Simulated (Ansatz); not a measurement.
Cl4F2Mo (SMILES [F][Mo]([F])([Cl])([Cl])([Cl])[Cl])

```tsv
atom	x (Å)	y (Å)	z (Å)
Cl	-0.1335	-2.2306	0.5026
Cl	1.6786	-0.3645	-1.4533
Cl	-0.0928	2.2080	-0.5388
Cl	1.3668	0.3847	1.7277
F	-1.2398	-0.3177	-1.3679
F	-1.4813	0.2624	1.0949
Mo	-0.0366	-0.0103	-0.0109
```

Geometry: PBE0-D4/def2-SVP; core potentials replace the inner electrons of Mo.

Computed with isolated molecule in a Gaussian basis; Kohn-Sham density functional theory, functional PBE0 (Ansatz 0.2.0).

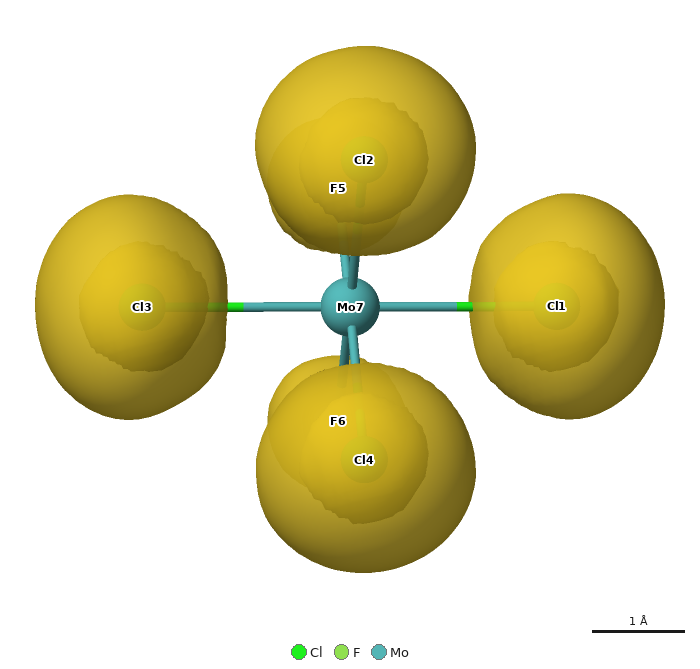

Figure 1. Isosurface of the electron localisation function at 0.75 (yellow), seen across its widest extent. Core shells and regions of very low density are left out.

Question: Where are the electrons localised?

Answer: The surface consists of four regions wrapped around Cl (the valence shell of each) and two regions wrapped around F (the valence shell of each). Along the contacts the grid gives the following. Mo–F (1.84 Å): the ELF peaks at about 0.85 in the valence shell of F, 0.5 Å from its nucleus, and drops to about 0.25 between the two atoms. Mo–Cl (2.27 Å): the ELF peaks at about 0.85 in the valence shell of Cl, 0.8 Å from its nucleus, and is about 0.40 at the midpoint.

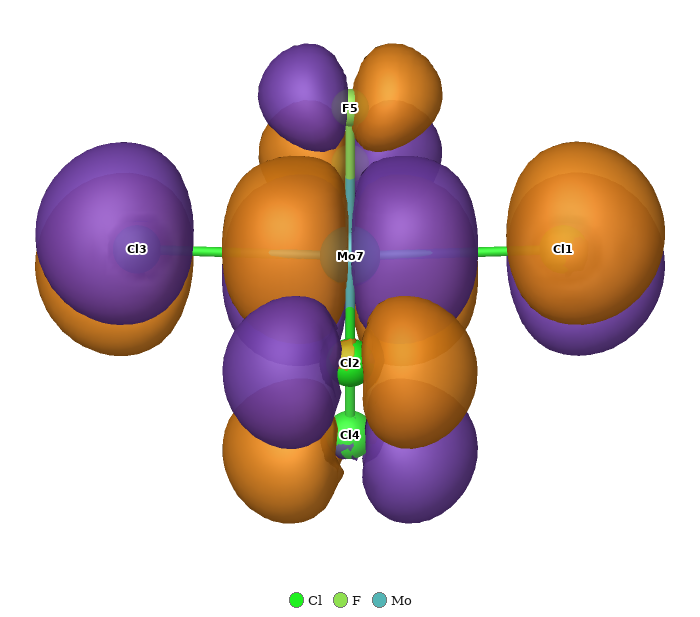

Figure 2. One frontier orbital at ±0.06 Å⁻³ᐟ² (orange and purple are the two phases), seen from one side.

Question: Which orbital is it: HOMO or LUMO?

Answer: The LUMO, at −6.04 eV. By Hirshfeld shares it lies mainly on Mo7 (about 60 %), Cl1 (about 10 %), Cl3 (about 10 %), Cl2 (about 5 %) and Cl4 (about 5 %).

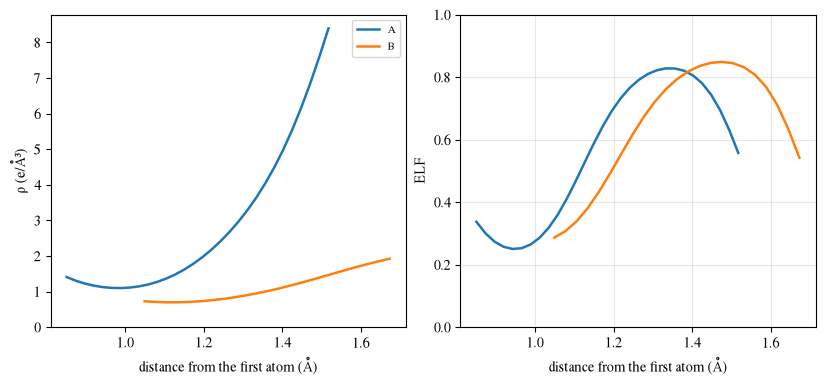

Figure 3. Electron density and electron localisation function along straight lines between neighbouring atoms. The curves leave out the atomic cores.

Question: Which curve belongs to which contact (Mo–Cl and Mo–F)? The first atom named is at distance zero.

Answer: Curve A: Mo–F (1.84 Å): ρ is about 1.2 e/Å³ halfway; the ELF peaks at about 0.85 in the valence shell of F, 0.5 Å from its nucleus, and drops to about 0.25 between the two atoms. Curve B: Mo–Cl (2.27 Å): ρ at the midpoint is about 0.7 e/Å³; the ELF peaks at about 0.85 in the valence shell of Cl, 0.8 Å from its nucleus, and is about 0.40 at the midpoint.
